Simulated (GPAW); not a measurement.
**Near-edge structure at the N K edge of wurtzite (GaN)₁₋ₓ(InN)ₓ at x = 0.125**

Aim: the N K edge in wurtzite (GaN)₁₋ₓ(InN)ₓ at x = 0.125, one member of a composition series.

Main program and level: GPAW 26.7.0; X-ray absorption from dipole matrix elements to empty bands, plane-wave PAW LDA.

### 1. Set-up

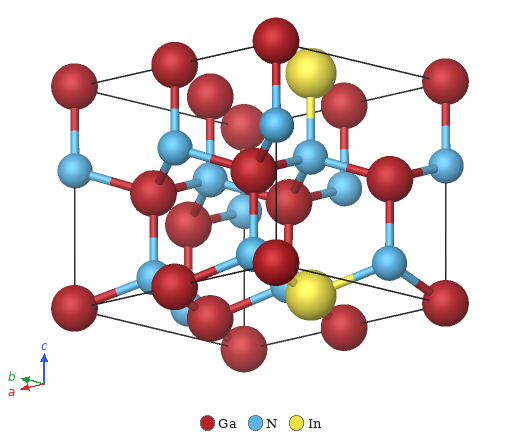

Start, viewed from a free direction; gallium red, nitrogen blue, indium yellow. Some periodic images of atoms are drawn too.

The cell holds 16 atoms: 7 Ga, 8 N and 1 In. Its edges and angles: a = 6.467 Å, b = 5.601 Å, c = 5.250 Å, α = 90.0°, β = 90.0°, γ = 90.0°. 16-atom wurtzite cell, 1 of 8 Ga sites taken by In at random, lattice constants typed for the ends and interpolated (Vegard).

Coordinates:

```xyz
16
Lattice="6.4670 0.0000 0.0000 0.0000 5.6006 0.0000 0.0000 0.0000 5.2497" Properties=species:S:1:pos:R:3 pbc="T T T"
Ga    6.4566    0.0170    0.0160
N     0.0090    1.8479    0.6548
Ga    6.4568    1.8525    2.6386
N     6.4640    5.5916    3.2775
In    1.6052    2.7971    0.0028
N     1.6142    4.6846    0.6451
Ga    1.6189    4.6747    2.6204
N     1.6112    2.8083    3.2674
Ga    3.2533    0.0068    5.2397
N     3.2462    1.8782    0.6619
Ga    3.2270    1.8554    2.6295
N     3.2446    5.5995    3.2780
Ga    4.8544    2.7813    5.2465
N     4.8334    4.6612    0.6333
Ga    4.8504    4.6611    2.6297
N     4.8412    2.7954    3.2742
```

### 2. Relaxation

Bond lengths around the absorber set the edge shape, so the atoms are relaxed before any spectrum.

relax.py

```python
import numpy as np
from ase import Atoms
from ase.parallel import parprint, paropen
from gpaw import GPAW, PW, FermiDirac, Mixer, MixerDif, setup_paths
from ase.optimize import BFGS

atoms = Atoms('GaNGaNInNGaNGaNGaNGaNGaN',
    cell=[[6.467, 0, 0],
     [0, 5.600586, 0],
     [0, 0, 5.24975]],
    scaled_positions=[[0.998386, 0.003031, 0.003054],
     [0.001384, 0.329942, 0.124733],
     [0.998425, 0.330774, 0.50261],
     [0.999531, 0.998394, 0.624319],
     [0.24822, 0.499425, 0.000534],
     [0.249601, 0.836454, 0.122885],
     [0.250326, 0.834685, 0.499149],
     [0.249135, 0.50143, 0.622401],
     [0.503059, 0.001223, 0.998093],
     [0.501962, 0.335349, 0.126091],
     [0.498995, 0.33128, 0.500879],
     [0.501723, 0.999799, 0.624414],
     [0.750634, 0.496602, 0.99938],
     [0.747402, 0.832268, 0.120638],
     [0.750028, 0.832254, 0.500928],
     [0.748608, 0.499133, 0.623691]],
    pbc=True)
atoms.calc = GPAW(legacy_gpaw=True, mode=PW(500, force_complex_dtype=True), xc='LDA', setups={},
    kpts={'size': (3, 3, 3), 'gamma': True}, occupations=FermiDirac(0.08),
    charge=0, mixer=Mixer(0.1, 5, 50), maxiter=150,
    convergence={'density': 0.0001, 'eigenstates': 1e-6}, txt='relax.txt')
steps = []
opt = BFGS(atoms, logfile='-')
opt.attach(lambda: steps.append([atoms.get_potential_energy(), float(np.linalg.norm(atoms.get_forces(), axis=1).max())]))
done = opt.run(fmax=0.05, steps=30)
out = dict(done=bool(done), steps=steps, frac=atoms.get_scaled_positions().tolist())
import json
with paropen('out.json', 'w') as f:
    json.dump(out, f)
```

Run with:

```console
$ OMP_NUM_THREADS=1 mpirun -n 4 gpaw python relax.py
```

Numbers of over 12 decimals in the logs are rounded to 6 here.

What it wrote:

```text
Input parameters:
  convergence: {density: 0.0001,
                eigenstates: 1e-06}
  kpts: {gamma: True,
         size: (3, 3, 3)}
  maxiter: 150
  mixer: {backend: pulay,
          beta: 0.1,
          method: separate,
          nmaxold: 5,
          weight: 50}
  mode: {ecut: 500.0,
         force_complex_dtype: True,
         name: pw}
  occupations: {fixmagmom: False,
                name: fermi-dirac,
[...]
Forces in eV/Ang:
[...]
14 Ga   -0.00008   -0.00587    0.02808
 15 N     0.00547   -0.03351    0.00341
Step     Time          Energy          fmax
BFGS:    0 02:02:37     -104.029723        2.903634
BFGS:    1 02:02:49     -104.376495        1.752851
BFGS:    2 02:03:00     -104.624026        0.405984
BFGS:    3 02:03:09     -104.646021        0.308925
[...]
BFGS:    7 02:03:42     -104.661621        0.052364
BFGS:    8 02:03:49     -104.661972        0.041201
[key lines of the parts left out:]
Converged after 6 iterations.
Dipole moment: (8.734090, 6.224963, -5.752498) |e|*Ang
Free energy:   -104.661972
Fermi level: 6.98606
```

Run time: 98 s. Hardware: 4 MPI ranks of Intel Xeon Platinum 8488C (Sapphire Rapids), shared host; peak memory 0.3 GiB.

In 8 steps the energy fell by 632 meV (energies extrapolated to zero smearing) and the largest force to 0.041 eV/Å. Atom 8 (N; the text counts from 1, the script from 0) is among those that moved most, by 0.14 Å.

### 3. The field without a hole

The ground state comes first: it tells whether the system has a gap, which decides how the excited electron is treated.

scf.py

```python
import numpy as np
from ase import Atoms
from ase.parallel import parprint, paropen
from gpaw import GPAW, PW, FermiDirac, Mixer, MixerDif, setup_paths
from gpaw.test import gen
setup_paths.insert(0, '.')
gen('N', name='nch1s', xcname='LDA', corehole=(1, 0, 0), write_xml=True)
from gpaw.mpi import world
world.barrier()

atoms = Atoms('GaNGaNInNGaNGaNGaNGaNGaN',
    cell=[[6.467, 0, 0],
     [0, 5.600586, 0],
     [0, 0, 5.24975]],
    scaled_positions=[[0.9945167, 0.9997554, 0.001355],
     [0.9847167, 0.3237138, 0.1297422],
     [0.9947975, 0.329849, 0.5006572],
     [0.9980262, 0.9984484, 0.6264015],
     [0.2498358, 0.5007058, 0.0022702],
     [0.2501018, 0.8581405, 0.1281781],
     [0.2499707, 0.840042, 0.5002009],
     [0.2495884, 0.4999549, 0.5960809],
     [0.5054391, 0.0000879, 0.0008586],
     [0.5151621, 0.3240294, 0.1295002],
     [0.5043017, 0.330121, 0.5002817],
     [0.5018841, 0.9987726, 0.6260657],
     [0.7500214, 0.499337, 0.0007362],
     [0.7497462, 0.8280279, 0.1255846],
     [0.7498882, 0.8314868, 0.5005781],
     [0.7495231, 0.5010821, 0.6266305]],
    pbc=True)
atoms.calc = calc = GPAW(legacy_gpaw=True, mode=PW(500, force_complex_dtype=True), xc='LDA', setups={1: 'nch1s'},
    kpts={'size': (3, 4, 4), 'gamma': True}, occupations=FermiDirac(0.05),
    charge=0, mixer=Mixer(0.1, 5, 50), maxiter=150,
    convergence={'density': 0.0001, 'eigenstates': 1e-6}, txt='scf.txt')
energy = atoms.get_potential_energy() + calc.get_reference_energy()
ef = calc.get_fermi_level()
out = dict(energy=energy, fermi=ef, forces=atoms.get_forces().tolist())
parprint(f'all-electron energy {energy:.4f} eV, Fermi level {ef:.4f} eV')
ev = np.array([[calc.get_eigenvalues(k, s) for k in range(len(calc.get_ibz_k_points()))] for s in range(calc.get_number_of_spins())])
out['homo'], out['lumo'], out['counts'] = ev[ev < ef].max(), ev[ev > ef].min(), sorted(set((ev < ef).sum((0, 2)).tolist()))
out['filled'] = (ev[:, 0] < ef).sum(1).tolist()
import json
with paropen('out.json', 'w') as f:
    json.dump(out, f)
```

Run with:

```console
$ OMP_NUM_THREADS=1 mpirun -n 4 gpaw python scf.py
```

What it wrote:

```text
Input parameters:
  convergence: {density: 0.0001,
                eigenstates: 1e-06}
  kpts: {gamma: True,
         size: (3, 4, 4)}
  maxiter: 150
  mixer: {backend: pulay,
          beta: 0.1,
          method: separate,
          nmaxold: 5,
          weight: 50}
  mode: {ecut: 500.0,
         force_complex_dtype: True,
         name: pw}
  occupations: {fixmagmom: False,
                name: fermi-dirac,
                width: 0.05}
  setups: {1: nch1s}

Initialize ...

[... PAW data sets ...]

Reference energy: -541257.678690  # eV

Spin-paired calculation

[... convergence settings ...]
Symmetries present (total): 1
  [... symmetry matrices ...]

48 k-points: 3 x 4 x 4 Monkhorst-Pack grid + [0.000000,1/8,1/8]
26 k-points in the irreducible part of the Brillouin zone
       k-points in crystal coordinates                weights
   0:     0.00000000    0.00000000    0.00000000          1/48
   1:     0.00000000    0.00000000    0.25000000          2/48
   2:     0.00000000    0.00000000    0.50000000          1/48
   3:     0.00000000    0.25000000   -0.25000000          2/48
   4:     0.00000000    0.25000000    0.00000000          2/48
   5:     0.00000000    0.25000000    0.25000000          2/48
   6:     0.00000000    0.25000000    0.50000000          2/48
   7:     0.00000000    0.50000000    0.00000000          1/48
   8:     0.00000000    0.50000000    0.25000000          2/48
   9:     0.00000000    0.50000000    0.50000000          1/48
          ...
  25:     0.33333333    0.50000000    0.50000000          2/48

Wave functions: Plane wave expansion
  Cutoff energy: 500.000 eV
  Number of coefficients (min, max): 4780, 4860
  Pulay-stress correction: 0.000000 eV/Ang^3 (de/decut=0.000000)
  Using FFTW library
  Wavefunction extrapolation:
    Improved wavefunction reuse through dual PAW basis

Occupation numbers: Fermi-Dirac:
  width: 0.0500  # eV

Eigensolver
   Davidson(niter=2)

Densities:
  Coarse grid: 35*30*28 grid
  Fine grid: 70*60*56 grid
  Total Charge: 0.000000

Density mixing:
  Method: separate
  Backend: pulay
  Linear mixing parameter: 0.1
  old densities: 5
  Width of damping distribution: 1.1
  Damping of long wavelength oscillations: 50

[... Hamiltonian set-up ...]
Number of atoms: 16
Number of atomic orbitals: 69
Number of bands in calculation: 49
Number of valence electrons: 74
Bands to converge: occupied

... initialized

Initializing position-dependent things.

Density initialized from atomic densities
Creating initial wave functions:
  49 bands from LCAO basis set

Positions:
   0 Ga     6.431539    5.599216    0.007113    ( 0.0000,  0.0000,  0.0000)
   1 N      6.368163    1.812987    0.681114    ( 0.0000,  0.0000,  0.0000)
   2 Ga     6.433355    1.847348    2.628325    ( 0.0000,  0.0000,  0.0000)
   3 N      6.454235    5.591896    3.288451    ( 0.0000,  0.0000,  0.0000)
   4 In     1.615688    2.804246    0.011918    ( 0.0000,  0.0000,  0.0000)
   5 N      1.617408    4.806090    0.672903    ( 0.0000,  0.0000,  0.0000)
   6 Ga     1.616561    4.704727    2.625930    ( 0.0000,  0.0000,  0.0000)
[...]
13 N      4.848609    4.637441    0.659288    ( 0.0000,  0.0000,  0.0000)
  14 Ga     4.849527    4.656813    2.627910    ( 0.0000,  0.0000,  0.0000)
  15 N      4.847166    2.806353    3.289653    ( 0.0000,  0.0000,  0.0000)

Unit cell:
           periodic     x           y           z      points  spacing
  1. axis:    yes    6.467000    0.000000    0.000000    35     0.1848
  2. axis:    yes    0.000000    5.600586    0.000000    30     0.1867
  3. axis:    yes    0.000000    0.000000    5.249750    28     0.1875

  Lengths:   6.467000   5.600586   5.249750
  Angles:   90.000000  90.000000  90.000000

Effective grid spacing dv^(1/3) = 0.1863

iter:   1  -117.697701
iter:   2  -111.312049   -1.06  -0.63
iter:   3  -104.948042   -0.33  -0.74
iter:   4  -104.886384   -1.30  -1.19
iter:   5  -104.678854   -2.17  -1.54
iter:   6  -104.673627   -3.32  -2.45
iter:   7  -104.673323c  -3.93  -2.64
iter:   8  -104.677226c  -3.31  -2.72
iter:   9  -104.674191c  -3.24  -2.61
iter:  10  -104.672950c  -4.55  -2.85
iter:  11  -104.672823c  -4.91  -3.29
iter:  12  -104.672842c  -5.18  -3.54
iter:  13  -104.672772c  -5.31  -3.52
iter:  14  -104.672772c  -6.79c -4.23c

Converged after 14 iterations.

Dipole moment: (8.734537, 6.226063, -5.756726) |e|*Ang

Energy contributions relative to reference atoms: (reference = -541257.678690)

Kinetic:       +224.110904
Potential:     -191.875859
External:        +0.000000
XC:            -136.804184
Entropy (-ST):   -0.000000
Local:           -0.103633
SIC:             +0.000000
--------------------------
Free energy:   -104.672772
Extrapolated:  -104.672772

Showing only first 2 kpts
 Kpt  Band  Eigenvalues  Occupancy
  0    35      6.16648    2.00000
  0    36      6.21569    2.00000
  0    37      7.68841    0.00000
  0    38     10.04196    0.00000

  1    35      6.00742    2.00000
  1    36      6.06248    2.00000
  1    37      8.90924    0.00000
  1    38     10.08135    0.00000

Fermi level: 6.96650

Gap: 1.473 eV
Transition (v -> c):
  (s=0, k=0, n=36, [0.00, 0.00, 0.00]) -> (s=0, k=0, n=37, [0.00, 0.00, 0.00])
No difference between direct/indirect transitions

Forces in eV/Ang:
  0 Ga   -0.00182   -0.00379   -0.00018
  1 N     0.00168    0.01063    0.00649
  2 Ga    0.01793    0.01866   -0.00501
  3 N     0.01950    0.01709    0.00299
  4 In    0.00382    0.02479   -0.04084
  5 N     0.00037    0.00777    0.00981
  6 Ga   -0.00244    0.00268    0.00322
[...]
13 N     0.01028   -0.01019    0.00838
 14 Ga    0.00017   -0.00471    0.02987
 15 N     0.00598   -0.03528    0.00220
Scalar-relativistic atomic LDA calculation for N (Nitrogen, Z=7)
Core hole in 1s state (1s occupation: 2.0)
300 radial gridpoints.
|------------------------------------------------|
|------------------------------------------------|
[... the atom generator's iteration count ...]

Energy contributions:
-------------------------
Kinetic:      +53.816217
XC:            -6.142385
Potential:   -101.727472
-------------------------
Total:        -54.053639

state      eigenvalue         ekin         rmax
-----------------------------------------------
1s^2.0 :   -14.019608    21.782698        0.149
2s^2.0 :    -0.676924     2.368146        1.016
2p^3.0 :    -0.265967     1.838177        0.965
-----------------------------------------------
(units: Bohr and Hartree)

Generating PAW setup
Kinetic energy of the core from tauc = 43.592016
Cutoffs:
rc(s)=1.140
rc(p)=1.000
rc(d)=1.090
rc(vbar)=1.120
rc(comp)=1.090
rc(nct)=1.140

Kinetic energy of the core states: 43.565395
Charge: 0.0
Core electrons: 2.0
Valence electrons: 5.0
Pseudo-core charge: 0.013034
Shape function alpha=8.417
Pseudo-electron charge 5.012684
state    eigenvalue         norm
--------------------------------
2s(2) :    -0.676924     1.071713
*s    :     0.323076
2p(3) :    -0.265967     0.952074
*p    :     0.734033
*d    :     0.000000
--------------------------------

Diagonalizing with gridspacing h=0.050

state   all-electron     PAW
-------------------------------
2s:      -0.676924    -0.677975
2p:      -0.265967    -0.268121
*d:                    0.048644
*f:                    0.076426
-------------------------------
all-electron energy -541362.3515 eV, Fermi level 6.9665 eV
```

The job ended after 33 s (4 MPI ranks; peak memory 0.31 GiB; 2.2 min of CPU time).

The mesh shows a gap of 1.47 eV. The excited electron is kept all the same, so that all members of the series, with or without a gap, are treated alike.

### 4. Reference energy of the cell

The photon energy needs a difference of total energies, so the cell and mesh of the coming hole run are first run without a hole.

Changes to scf.py since step 3:

```diff
@@ -32,3 +32,3 @@
 atoms.calc = calc = GPAW(legacy_gpaw=True, mode=PW(500, force_complex_dtype=True), xc='LDA', setups={1: 'nch1s'},
-    kpts={'size': (3, 4, 4), 'gamma': True}, occupations=FermiDirac(0.05),
+    kpts={'size': (3, 3, 3), 'gamma': True}, occupations=FermiDirac(0.02),
     charge=0, mixer=Mixer(0.1, 5, 50), maxiter=150,
```

What it wrote:

```text
Input parameters:
  convergence: {density: 0.0001,
                eigenstates: 1e-06}
  kpts: {gamma: True,
         size: (3, 3, 3)}
  maxiter: 150
  mixer: {backend: pulay,
          beta: 0.1,
          method: separate,
          nmaxold: 5,
          weight: 50}
  mode: {ecut: 500.0,
         force_complex_dtype: True,
         name: pw}
  occupations: {fixmagmom: False,
                name: fermi-dirac,
[...]
2s(2) :    -0.676924     1.071713
*s    :     0.323076
2p(3) :    -0.265967     0.952074
*p    :     0.734033
*d    :     0.000000
--------------------------------

Diagonalizing with gridspacing h=0.050

state   all-electron     PAW
-------------------------------
2s:      -0.676924    -0.677975
2p:      -0.265967    -0.268121
*d:                    0.048644
*f:                    0.076426
-------------------------------
all-electron energy -541362.3407 eV, Fermi level 6.8129 eV
[key lines of the parts left out:]
Converged after 14 iterations.
Dipole moment: (8.733664, 6.224830, -5.752223) |e|*Ang
Free energy:   -104.661969
Fermi level: 6.81289
```

Run time: 23 s. Hardware: 4 MPI ranks; peak memory 0.28 GiB.

Reference energy: -541362.341 eV with the cores included.

(Continued in part 2 of 3.)

[Banner, clock and machine lines of the logs are left out without a mark of their own.]

[Logs are printed without paths, hosts, clocks, repeated set-up lines and the standing remarks that a program may print on its own settings, such as how far it seeks lower states.]

[Hosts, paths, dates, database ids (printed as entryN), source tags and the programs' standing remarks are cut or masked in the printed files.]

[Lists of maxima count a maximum above −3 eV only where it reaches 4 % of the highest in the window and stands out from its surroundings by 2 % of it (1.5 % where it reaches 55 %); shoulders and weaker maxima are passed over, and of the rest the first, up to two pre-edge ones and the few strongest are named.]
